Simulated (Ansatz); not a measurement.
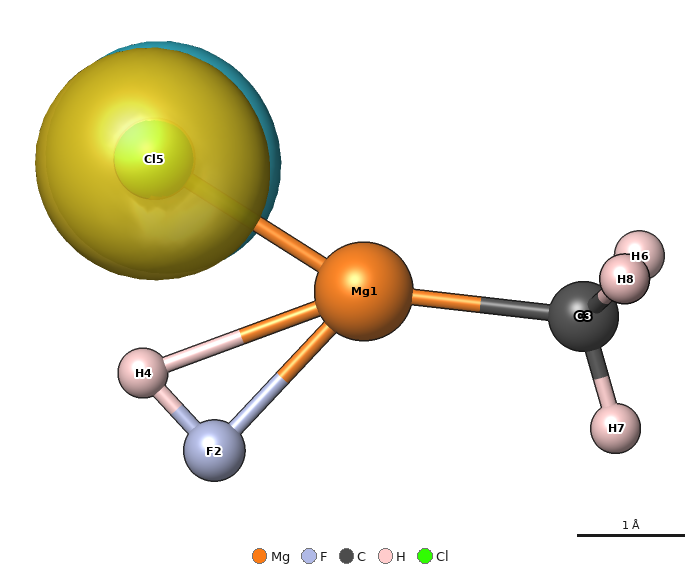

*CH₄ClFMg. The HOMO−1 at ±0.15 Å⁻³ᐟ² (yellow and cyan are the two phases), seen across its widest extent.*

Method: RKS B3LYP-D4/6-31G* in Ansatz.

The calculation's input:

```
crystal:
  periodic: [false, false, false]
  atoms:
    - { symbol: Mg, position_ang: [0.198791, 0.450353, 0.670498] }
    - { symbol: F, position_ang: [0.757501, -2.764558, 0.488259] }
    - { symbol: C, position_ang: [-0.64013, 1.211786, -1.065254] }
    - { symbol: H, position_ang: [1.004877, -2.582136, 1.356251] }
    - { symbol: Cl, position_ang: [1.088163, -0.353052, 2.741674] }
    - { symbol: H, position_ang: [-1.593789, 1.712131, -0.861139] }
    - { symbol: H, position_ang: [-0.83468, 0.392886, -1.768261] }
    - { symbol: H, position_ang: [0.019166, 1.932689, -1.562027] }
basis:
  gaussian: { orbitals: "6-31G*" }
hamiltonian:
  xc: b3lyp
  dispersion: d4
relax:
  f_tol: 0.03
  max_steps: 50
output:
  orbitals: {}
```

Launched as:

```sh
ansatz run input.yaml --threads 2 --pin off --max-ram 3072MiB --backend cpu --events-out ev --progress --plain --runs-dir out
```

The fields are those of the run's last geometry, not of the input's.

Where does this orbital lie, and at what energy?

Answer. It lies mainly on Cl5 (about 95 %); largely a lone pair of Cl5. Its energy is −8.39 eV.
